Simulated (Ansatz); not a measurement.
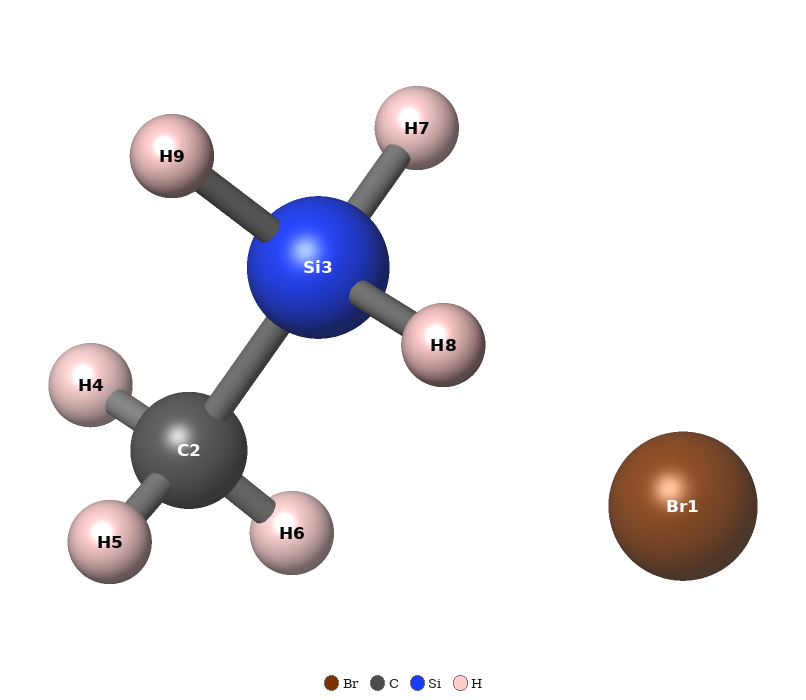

Atoms carry their numbers in the input. Charge −1, singlet. The computed structure is the end point of a PBE0-D4/def2-TZVPD optimisation.

> How are the neighbours of atom 2 arranged?

C2 has 4 neighbours (Si3 at 1.87, H4 at 1.09, H5 at 1.09, H6 at 1.09 Å); the arrangement is tetrahedral.

> How are the neighbours of atom 3 arranged?

Si3 has 4 neighbours (C2 at 1.87, H7 at 1.48, H8 at 1.48, H9 at 1.51 Å); the arrangement is tetrahedral.
